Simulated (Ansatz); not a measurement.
# AlH₄NOS: a spread of methods and bases

How do the results and run time of AlH₄NOS respond when the settings are drawn wide?

The runs use Ansatz 0.2.0, Gaussian basis; the settings change from run to run.

## Step 1: The geometry

The geometry comes from an earlier relaxation with PBE0-D4 in a triple-zeta def2 set; it is a stationary point, not always the lowest conformer.

SMILES `[NH2][Al]([OH])[SH]`, 8 atoms, charge 0, spin multiplicity 1.

Atoms are counted from 1 here; the program's logs count them from 0.

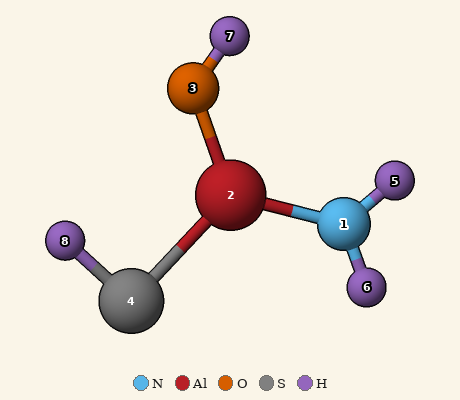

The structure; nitrogen blue, aluminium red, oxygen orange, sulfur grey, hydrogen purple; atoms are numbered from 1 in the order of the file.

## Step 2: B97M-V/cc-pVTZ

Set apart from the defaults: charge -1, multiplicity 2, atoms shaken by 0.03 Å.

in.yaml

```yaml
crystal:
  periodic: [false, false, false]
  atoms:
    - {symbol: N, position_ang: [-0.412530, 1.482469, 0.099023]}
    - {symbol: Al, position_ang: [0.001900, -0.180905, -0.009126]}
    - {symbol: O, position_ang: [1.588740, -0.740117, -0.074691]}
    - {symbol: S, position_ang: [-1.560939, -1.752291, -0.195495]}
    - {symbol: H, position_ang: [0.222614, 2.225944, 0.221951]}
    - {symbol: H, position_ang: [-1.413758, 1.836843, 0.182108]}
    - {symbol: H, position_ang: [2.347457, -0.251462, 0.068334]}
    - {symbol: H, position_ang: [-0.650763, -2.763669, -0.371733]}
basis:
  gaussian: {orbitals: cc-pVTZ}
total_charge: -1
magnetization: {spin_polarized: true, initial_magnetization: 1}
hamiltonian: {xc: {name: B97M-V}}
```

The run is started by

```sh
> ansatz run in.yaml --threads 2 --pin off --events-out ev --progress --plain --max-ram 32768MiB --backend cpu
```

Standard output:

```text
Functional definition: B97M-V
  name "B97M-V"
  cite "Mardirossian & Head-Gordon, J. Chem. Phys. 142, 074111 (2015) doi:10.1063/1.4907719"
  cite "Becke, J. Chem. Phys. 107, 8554 (1997) doi:10.1063/1.475007"
  cite "Vydrov & Van Voorhis, J. Chem. Phys. 133, 244103 (2010) doi:10.1063/1.3521275"
  # Of w^i u^j: cxij and so on, Table III.
  parameter cx00 = 1.000
  parameter cx01 = 1.308
  parameter cx02 = 1.901
  parameter cx10 = 0.416
  parameter cx11 = 3.070
  parameter css00 = 1.000
  parameter css02 = -1.855
  parameter css10 = -5.668
  parameter css32 = -20.497
  parameter css42 = -20.364
  parameter cos00 = 1.000
  parameter cos01 = 1.573
  parameter cos03 = -6.298
  parameter cos10 = 2.535
  parameter cos32 = -6.427
  parameter b = 6.0
  parameter c = 0.01
  gx(w, u) = cx00 + cx01*u + cx02*u^2 + (cx10 + cx11*u)*w
  gss(w, u) = css00 + css02*u^2 + css10*w + (css32*w^3 + css42*w^4)*u^2
  gos(w, u) = cos00 + cos01*u + cos03*u^3 + cos10*w + cos32*w^3*u^2
  exchange = spin_sum(e_x_unif_s*gx(b97_w, b97_u_x))
  correlation = spin_sum(e_c_pw_mod_same_spin*gss(b97_w, b97_u_same))
      + integral(e_c_pw_mod_opposite_spin*gos(b97_w_opposite, b97_u_opposite)) + vv10(b, c)
1123 factors; their error is unknown
mean field evaluation 1: about -21027.3467 eV, gradient 4.2e1 eV
mean field evaluation 2: about -21004.2147 eV, gradient 7.8e1 eV
mean field evaluation 4: about -21033.6756 eV, gradient 8.0e0 eV
mean field evaluation 8: about -21034.1352 eV, gradient 2.1e-1 eV
mean field evaluation 16: about -21034.1054 eV, gradient 2.4e-3 eV
mean field -21034.10539944 eV, -772.9891160006 hartree, gradient 4.2e-5 eV, S^2 0.751268; 1 other end points of the search recorded, 0 dependent functions left out
reference -21034.10546460 eV, -772.9891183954 hartree; 25, 24 occupied and 159, 160 virtual orbitals, 1123 factors
Total energy: -21034.10546460 eV, -772.9891183954 hartree
```

Run time: 26 s. Hardware: 2 threads, shared host; peak memory 0.49 GiB.

⟨S²⟩ 0.751.

## Step 3: r2SCAN/cc-pVDZ

Set apart from the defaults: multiplicity 3, a grid of angular degree 47, finite nuclei.

in.yaml

```yaml
crystal:
  periodic: [false, false, false]
  atoms:
    - {symbol: N, position_ang: [-0.448889, 1.481067, 0.151732]}
    - {symbol: Al, position_ang: [-0.001721, -0.212615, -0.028926]}
    - {symbol: O, position_ang: [1.598420, -0.763069, -0.074013]}
    - {symbol: S, position_ang: [-1.566045, -1.717127, -0.210437]}
    - {symbol: H, position_ang: [0.192773, 2.250817, 0.241770]}
    - {symbol: H, position_ang: [-1.398500, 1.814172, 0.179412]}
    - {symbol: H, position_ang: [2.372266, -0.208428, -0.005295]}
    - {symbol: H, position_ang: [-0.656106, -2.701917, -0.310044]}
basis:
  gaussian: {orbitals: cc-pVDZ, final_grid: {core_spheres: 20, valence_spheres: 16, degree: 47}, nuclear_model: gaussian}
magnetization: {spin_polarized: true, initial_magnetization: 2}
hamiltonian: {xc: {name: r2SCAN}}
```

Same command.

Standard output, shortened:

```text
Functional definition: r2SCAN
  name "r2SCAN"
  cite "Furness, Kaplan, Ning, Perdew & Sun, J. Phys. Chem. Lett. 11, 8208 (2020) doi:10.1021/acs.jpclett.0c02405"
  cite "Furness, Kaplan, Ning, Perdew & Sun, J. Phys. Chem. Lett. 11, 9248 (2020) doi:10.1021/acs.jpclett.0c03077"
  parent r2scan
[...]
1069 factors; their error is unknown
[...]
mean field -21029.58049542 eV, -772.8228288452 hartree, gradient 1.3e-5 eV, S^2 2.006753; 10 other end points of the search recorded, 0 dependent functions left out
reference -21029.58050989 eV, -772.8228293767 hartree; 25, 23 occupied and 59, 61 virtual orbitals, 1069 factors
Total energy: -21029.58050989 eV, -772.8228293767 hartree
```

It took 46 s on 2 threads, shared host.

⟨S²⟩ 2.007.

## Step 4: revPBE0/cc-pVTZ

Options: density fitting with cc-pVTZ-jkfit, a point charge of 1.00 e beside it.

in.yaml: that of step 3 with these lines changed.

```diff
@@ -12,4 +12,4 @@
 basis:
-  gaussian: {orbitals: cc-pVDZ, final_grid: {core_spheres: 20, valence_spheres: 16, degree: 47}, nuclear_model: gaussian}
-magnetization: {spin_polarized: true, initial_magnetization: 2}
-hamiltonian: {xc: {name: r2SCAN}}
+  gaussian: {orbitals: cc-pVTZ, fitting: {mean_field: cc-pVTZ-jkfit}, point_charges: [{charge: 1.00, position_ang: [5.692, 0.403, 0.968]}]}
+hamiltonian: {xc: {name: revPBE0}}
+output: {forces: true}
```

Same command.

Standard output, shortened:

```text
Functional definition: revPBE0
  name "revPBE0"
  cite "Zhang & Yang, Phys. Rev. Lett. 80, 890 (1998) doi:10.1103/PhysRevLett.80.890"
  cite "Adamo & Barone, J. Chem. Phys. 110, 6158 (1999) doi:10.1063/1.478522"
  cite "Perdew, Burke & Ernzerhof, Phys. Rev. Lett. 77, 3865 (1996) doi:10.1103/PhysRevLett.77.3865"
[...]
520 factors; integrals over basis functions are off by at most 7.1e-1 eV
[...]
mean field -21035.51792274 eV, -773.0410252744 hartree, gradient 6.2e-5 eV, S^2 0.000000; 0 other end points of the search recorded, 0 dependent functions left out
[...]
reference -21035.51796136 eV, -773.0410266936 hartree; 24, 24 occupied and 160, 160 virtual orbitals, 520 factors
Total energy: -21035.51796136 eV, -773.0410266936 hartree
Atom 0 at    -0.448889     1.481067     0.151732 Å, force     0.212521     0.168264     0.053446 eV/Å
Atom 1 at    -0.001721    -0.212615    -0.028926 Å, force    -0.961401     0.027098    -0.061688 eV/Å
Atom 2 at     1.598420    -0.763069    -0.074013 Å, force     1.116219    -0.138429     0.107191 eV/Å
Atom 3 at    -1.566045    -1.717127    -0.210437 Å, force     0.007289    -0.012829     0.011330 eV/Å
Atom 4 at     0.192773     2.250817     0.241770 Å, force    -0.100595     0.065145    -0.012333 eV/Å
Atom 5 at    -1.398500     1.814172     0.179412 Å, force     0.004105     0.017171     0.001743 eV/Å
Atom 6 at     2.372266    -0.208428    -0.005295 Å, force    -0.347062     0.011783    -0.111500 eV/Å
Atom 7 at    -0.656106    -2.701917    -0.310044 Å, force     0.001154    -0.091267    -0.014460 eV/Å
Dipole moment:     0.051534     0.420662     0.021071 e Å
```

Run time: 4.3 s. Hardware: 2 threads, shared host.

Largest force 1.130 eV/Å, dipole 2.04 D.

## Step 5: PBE/cc-pVDZ

Set apart from the defaults: density fitting with def2-universal-jkfit, a grid of angular degree 23.

in.yaml: that of step 4 with these lines changed.

```diff
@@ -12,4 +12,3 @@
 basis:
-  gaussian: {orbitals: cc-pVTZ, fitting: {mean_field: cc-pVTZ-jkfit}, point_charges: [{charge: 1.00, position_ang: [5.692, 0.403, 0.968]}]}
-hamiltonian: {xc: {name: revPBE0}}
-output: {forces: true}
+  gaussian: {orbitals: cc-pVDZ, fitting: {mean_field: def2-universal-jkfit}, final_grid: {core_spheres: 8, valence_spheres: 7, degree: 23}}
+hamiltonian: {xc: {name: PBE}}
```

Same command.

Standard output:

```text
Functional definition: PBE
  name "PBE"
  cite "Perdew, Burke & Ernzerhof, Phys. Rev. Lett. 77, 3865 (1996) doi:10.1103/PhysRevLett.77.3865"
  parent pbe
  parameter kappa = 0.804
  parameter beta = 0.06672455060314922
  exchange = pbe_x(kappa = kappa, mu = beta*pi^2/3)
  correlation = pbe_c(beta = beta)
482 factors; integrals over basis functions are off by at most 3.3e-1 eV
mean field evaluation 1: about -21011.0094 eV, gradient 8.7e1 eV
mean field evaluation 2: about -20962.4452 eV, gradient 1.6e2 eV
mean field evaluation 4: about -21025.2035 eV, gradient 1.1e1 eV
mean field evaluation 8: about -21025.5629 eV, gradient 4.5e-2 eV
mean field evaluation 16: about -21025.5630 eV, gradient 1.3e-5 eV
mean field -21025.56299232 eV, -772.6751883292 hartree, gradient 1.3e-5 eV, S^2 0.000000; 0 other end points of the search recorded, 0 dependent functions left out
reference -21025.56303336 eV, -772.6751898377 hartree; 24, 24 occupied and 60, 60 virtual orbitals, 482 factors
Total energy: -21025.56303336 eV, -772.6751898377 hartree
```

Run time: 1 s. Hardware: 2 threads, shared host.

## Step 6: PBE0-DH/pcseg-2

in.yaml: that of step 5 with these lines changed.

```diff
@@ -12,3 +12,4 @@
 basis:
-  gaussian: {orbitals: cc-pVDZ, fitting: {mean_field: def2-universal-jkfit}, final_grid: {core_spheres: 8, valence_spheres: 7, degree: 23}}
-hamiltonian: {xc: {name: PBE}}
+  gaussian: {orbitals: pcseg-2}
+hamiltonian: {xc: {name: PBE0-DH}}
+output: {forces: true}
```

The command is unchanged.

Standard output, shortened:

```text
Functional definition: PBE0-DH
  name "PBE0-DH"
  cite "Brémond & Adamo, J. Chem. Phys. 135, 024106 (2011) doi:10.1063/1.3604569"
  cite "Perdew, Burke & Ernzerhof, Phys. Rev. Lett. 77, 3865 (1996) doi:10.1103/PhysRevLett.77.3865"
[...]
1121 factors; integrals over basis functions are off by at most 1.0e-3 eV
[...]
mean field -21025.91949154 eV, -772.6882894341 hartree, gradient 7.0e-6 eV, S^2 0.000000; 0 other end points of the search recorded, 0 dependent functions left out
12 core orbitals not correlated: weight in the atoms' cores, before any rotation towards them, 1.000 or more for the frozen orbitals, at most 0.000 for the correlated occupied ones
reference -21025.91951459 eV, -772.6882902812 hartree; 12, 12 occupied and 160, 160 virtual orbitals, 1121 factors
second order -22.95277762 eV of doubles, -0.00000000 eV of singles
[...]
Total energy: -21028.78861180 eV, -772.7937276586 hartree
Atom 0 at    -0.448889     1.481067     0.151732 Å, force     0.004340     0.041823     0.005592 eV/Å
Atom 1 at    -0.001721    -0.212615    -0.028926 Å, force     0.011814    -0.058476    -0.009395 eV/Å
Atom 2 at     1.598420    -0.763069    -0.074013 Å, force     0.063819     0.326369     0.037431 eV/Å
Atom 3 at    -1.566045    -1.717127    -0.210437 Å, force     0.240073    -0.020214     0.000890 eV/Å
Atom 4 at     0.192773     2.250817     0.241770 Å, force    -0.154211    -0.138635    -0.016248 eV/Å
Atom 5 at    -1.398500     1.814172     0.179412 Å, force     0.208101    -0.043758    -0.003029 eV/Å
Atom 6 at     2.372266    -0.208428    -0.005295 Å, force    -0.251108    -0.225132    -0.027246 eV/Å
Atom 7 at    -0.656106    -2.701917    -0.310044 Å, force    -0.122827     0.118023     0.012004 eV/Å
Dipole moment:     0.301933     0.487349     0.057054 e Å
```

Wall time 19 s (2 threads, shared host); peak memory 0.59 GiB.

Largest force 0.338 eV/Å, dipole 2.77 D.

## Step 7: CAM-B3LYP/ANO-RCC-VTZP

in.yaml: that of step 6 with these lines changed.

```diff
@@ -12,4 +12,4 @@
 basis:
-  gaussian: {orbitals: pcseg-2}
-hamiltonian: {xc: {name: PBE0-DH}}
+  gaussian: {orbitals: ANO-RCC-VTZP}
+hamiltonian: {xc: {name: CAM-B3LYP}}
 output: {forces: true}
```

Same command.

Standard output, shortened:

```text
Functional definition: CAM-B3LYP
  name "CAM-B3LYP"
  cite "Yanai, Tew & Handy, Chem. Phys. Lett. 393, 51 (2004) doi:10.1016/j.cplett.2004.06.011"
  cite "Iikura, Tsuneda, Yanai & Hirao, J. Chem. Phys. 115, 3540 (2001) doi:10.1063/1.1383587"
  cite "Becke, Phys. Rev. A 38, 3098 (1988) doi:10.1103/PhysRevA.38.3098"
  cite "Lee, Yang & Parr, Phys. Rev. B 37, 785 (1988) doi:10.1103/PhysRevB.37.785"
  cite "Vosko, Wilk & Nusair, Can. J. Phys. 58, 1200 (1980) doi:10.1139/p80-159"
[...]
  # Exact exchange under (alpha + beta erf(omega r))/r, Becke's under what is left of 1/r.
[...]
1411 factors; their error is unknown
383 factors; integrals over basis functions are off by at most 7.2e-5 eV
[...]
mean field -21084.37621026 eV, -774.8365342235 hartree, gradient 3.8e-5 eV, S^2 0.000000; 0 other end points of the search recorded, 0 dependent functions left out
[...]
reference -21084.37635514 eV, -774.8365395478 hartree; 24, 24 occupied and 160, 160 virtual orbitals, 1411 factors
Total energy: -21084.37635514 eV, -774.8365395478 hartree
Relativity: scalar
Atom 0 at    -0.448889     1.481067     0.151732 Å, force     0.018228     0.000036     0.001195 eV/Å
Atom 1 at    -0.001721    -0.212615    -0.028926 Å, force    -0.161104    -0.022174    -0.007059 eV/Å
Atom 2 at     1.598420    -0.763069    -0.074013 Å, force     0.043072     0.066506     0.008595 eV/Å
Atom 3 at    -1.566045    -1.717127    -0.210437 Å, force     0.131873    -0.016940     0.000214 eV/Å
Atom 4 at     0.192773     2.250817     0.241770 Å, force    -0.027628    -0.010936    -0.001119 eV/Å
Atom 5 at    -1.398500     1.814172     0.179412 Å, force     0.031779     0.004991     0.000656 eV/Å
Atom 6 at     2.372266    -0.208428    -0.005295 Å, force     0.041413    -0.046009    -0.004628 eV/Å
Atom 7 at    -0.656106    -2.701917    -0.310044 Å, force    -0.077632     0.024526     0.002146 eV/Å
Dipole moment:     0.259813     0.476428     0.055414 e Å
```

Wall time 17 s (2 threads, shared host); peak memory 0.72 GiB.

Largest force 0.163 eV/Å, dipole 2.62 D.

## Step 8: B97/def2-TZVPD

This run has atoms shaken by 0.15 Å, a grid of angular degree 47, finite nuclei.

in.yaml

```yaml
crystal:
  periodic: [false, false, false]
  atoms:
    - {symbol: N, position_ang: [-0.300442, 1.460453, 0.020211]}
    - {symbol: Al, position_ang: [-0.018876, -0.470271, 0.027760]}
    - {symbol: O, position_ang: [1.730598, -0.889759, -0.223550]}
    - {symbol: S, position_ang: [-1.692682, -1.546566, -0.267587]}
    - {symbol: H, position_ang: [0.344315, 2.478022, 0.294799]}
    - {symbol: H, position_ang: [-1.417192, 1.939295, -0.004628]}
    - {symbol: H, position_ang: [2.608292, -0.039036, -0.096065]}
    - {symbol: H, position_ang: [-0.705065, -2.731270, -0.482352]}
basis:
  gaussian: {orbitals: def2-TZVPD, final_grid: {core_spheres: 20, valence_spheres: 16, degree: 47}, nuclear_model: gaussian}
hamiltonian: {xc: {name: B97}}
output: {forces: true}
```

The command is unchanged.

Standard output, shortened:

```text
Functional definition: B97
  name "B97"
  cite "Becke, J. Chem. Phys. 107, 8554 (1997) doi:10.1063/1.475007"
[...]
      + integral(e_c_pw_opposite_spin*poly(b97_u_opposite, cos0, cos1, cos2))
1136 factors; their error is unknown
[...]
mean field -21033.37786246 eV, -772.9623795099 hartree, gradient 1.5e-5 eV, S^2 0.000000; 0 other end points of the search recorded, 0 dependent functions left out
[...]
reference -21033.37790149 eV, -772.9623809441 hartree; 24, 24 occupied and 178, 178 virtual orbitals, 1136 factors
Total energy: -21033.37790149 eV, -772.9623809441 hartree
Atom 0 at    -0.300442     1.460453     0.020211 Å, force    -1.792379     4.021080     0.964563 eV/Å
Atom 1 at    -0.018876    -0.470271     0.027760 Å, force     4.612334     5.073556    -0.190441 eV/Å
Atom 2 at     1.730598    -0.889759    -0.223550 Å, force     2.403766     3.796758     1.003506 eV/Å
Atom 3 at    -1.692682    -1.546566    -0.267587 Å, force    -0.399563    -4.347757    -0.740494 eV/Å
Atom 4 at     0.344315     2.478022     0.294799 Å, force    -2.346860    -4.548276    -1.013651 eV/Å
Atom 5 at    -1.417192     1.939295    -0.004628 Å, force     4.287680    -2.126619     0.161726 eV/Å
Atom 6 at     2.608292    -0.039036    -0.096065 Å, force    -4.702745    -4.039255    -0.561392 eV/Å
Atom 7 at    -0.705065    -2.731270    -0.482352 Å, force    -2.062232     2.170513     0.376183 eV/Å
Dipole moment:     0.016769     0.074990     0.177938 e Å
```

It took 13 s on 2 threads, shared host; peak memory 0.54 GiB.

Largest force 6.859 eV/Å, dipole 0.93 D.

## Step 9: B3LYP/def2-mTZVPP

in.yaml

```yaml
crystal:
  periodic: [false, false, false]
  atoms:
    - {symbol: N, position_ang: [-0.448889, 1.481067, 0.151732]}
    - {symbol: Al, position_ang: [-0.001721, -0.212615, -0.028926]}
    - {symbol: O, position_ang: [1.598420, -0.763069, -0.074013]}
    - {symbol: S, position_ang: [-1.566045, -1.717127, -0.210437]}
    - {symbol: H, position_ang: [0.192773, 2.250817, 0.241770]}
    - {symbol: H, position_ang: [-1.398500, 1.814172, 0.179412]}
    - {symbol: H, position_ang: [2.372266, -0.208428, -0.005295]}
    - {symbol: H, position_ang: [-0.656106, -2.701917, -0.310044]}
basis:
  gaussian: {orbitals: def2-mTZVPP}
hamiltonian: {xc: {name: B3LYP}}
```

The command is unchanged.

Standard output, shortened:

```text
Functional definition: B3LYP
  name "B3LYP"
  cite "Stephens, Devlin, Chabalowski & Frisch, J. Phys. Chem. 98, 11623 (1994) doi:10.1021/j100096a001"
  cite "Becke, Phys. Rev. A 38, 3098 (1988) doi:10.1103/PhysRevA.38.3098"
  cite "Lee, Yang & Parr, Phys. Rev. B 37, 785 (1988) doi:10.1103/PhysRevB.37.785"
  cite "Vosko, Wilk & Nusair, Can. J. Phys. 58, 1200 (1980) doi:10.1139/p80-159"
[...]
1036 factors; their error is unknown
[...]
mean field -21041.37854835 eV, -773.2563992934 hartree, gradient 6.4e-5 eV, S^2 0.000000; 0 other end points of the search recorded, 0 dependent functions left out
reference -21041.37877553 eV, -773.2564076419 hartree; 24, 24 occupied and 93, 93 virtual orbitals, 1036 factors
Total energy: -21041.37877553 eV, -773.2564076419 hartree
```

It took 2.4 s on 2 threads, shared host.

## Step 10: revPBE0/x2c-TZVPPall

Options: atoms shaken by 0.08 Å.

in.yaml

```yaml
crystal:
  periodic: [false, false, false]
  atoms:
    - {symbol: N, position_ang: [-0.455122, 1.471658, 0.148739]}
    - {symbol: Al, position_ang: [-0.020465, -0.191137, -0.154876]}
    - {symbol: O, position_ang: [1.666338, -0.817818, -0.083493]}
    - {symbol: S, position_ang: [-1.624109, -1.848329, -0.294588]}
    - {symbol: H, position_ang: [0.187694, 2.307735, 0.318300]}
    - {symbol: H, position_ang: [-1.337163, 1.789906, 0.157175]}
    - {symbol: H, position_ang: [2.321627, -0.149398, -0.000133]}
    - {symbol: H, position_ang: [-0.642086, -2.678871, -0.236097]}
basis:
  gaussian: {orbitals: x2c-TZVPPall}
hamiltonian: {xc: {name: revPBE0}}
```

The command is unchanged.

Standard output, shortened:

```text
Functional definition: revPBE0
  name "revPBE0"
  cite "Zhang & Yang, Phys. Rev. Lett. 80, 890 (1998) doi:10.1103/PhysRevLett.80.890"
  cite "Adamo & Barone, J. Chem. Phys. 110, 6158 (1999) doi:10.1063/1.478522"
  cite "Perdew, Burke & Ernzerhof, Phys. Rev. Lett. 77, 3865 (1996) doi:10.1103/PhysRevLett.77.3865"
[...]
1135 factors; their error is unknown
[...]
mean field -21079.12745786 eV, -774.6436461307 hartree, gradient 8.8e-5 eV, S^2 0.000000; 0 other end points of the search recorded, 0 dependent functions left out
reference -21079.12749567 eV, -774.6436475201 hartree; 24, 24 occupied and 178, 178 virtual orbitals, 1135 factors
Total energy: -21079.12749567 eV, -774.6436475201 hartree
Relativity: scalar
```

It took 5 s on 2 threads, shared host.

## Step 11: The runs in one table

```tsv
level	charge	multiplicity	geometry	functions	energy (eV)	time
B97M-V/cc-pVTZ	-1	2	shaken	184	-21034.105	26 s
r2SCAN/cc-pVDZ	0	3	relaxed	84	-21029.581	46 s
revPBE0/cc-pVTZ	0	1	relaxed, point charge	184	-21035.518	4.3 s
PBE/cc-pVDZ	0	1	relaxed	84	-21025.563	1 s
PBE0-DH/pcseg-2	0	1	relaxed	184	-21028.789	19 s
CAM-B3LYP/ANO-RCC-VTZP	0	1	relaxed	184	-21084.376	17 s
B97/def2-TZVPD	0	1	shaken	202	-21033.378	13 s
B3LYP/def2-mTZVPP	0	1	relaxed	117	-21041.379	2.4 s
revPBE0/x2c-TZVPPall	0	1	shaken	202	-21079.127	5 s
```

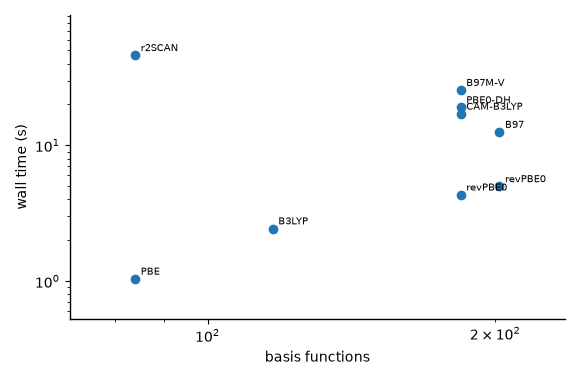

Wall time against the number of basis functions (shared host).

## Step 12: What came out

```
                                         quantity                 value
                                             runs                     9
                                         quickest      PBE/cc-pVDZ, 1 s
                                          slowest  r2SCAN/cc-pVDZ, 46 s
spread of total energies, same state and geometry               58.8 eV
                  dipole, same state and geometry        2.62 to 2.77 D
```

What this shows: Run time spans a factor of 44, from PBE/cc-pVDZ to r2SCAN/cc-pVDZ. The jobs differ in tasks and options as well as level. Total energies at one charge and spin differ by 59 eV between levels, so only differences within one level mean anything. Some of these runs are scalar-relativistic and others not, which shifts the totals of all-electron atoms past neon by eV; core potentials, where a basis has them, take the core out of the total altogether. At the PBE0-D4/def2-TZVP geometry and in the same state, runs without warnings or point charges leave forces up to 0.34 eV/Å (PBE0-DH/pcseg-2), against 6.9 eV/Å where the atoms were moved.
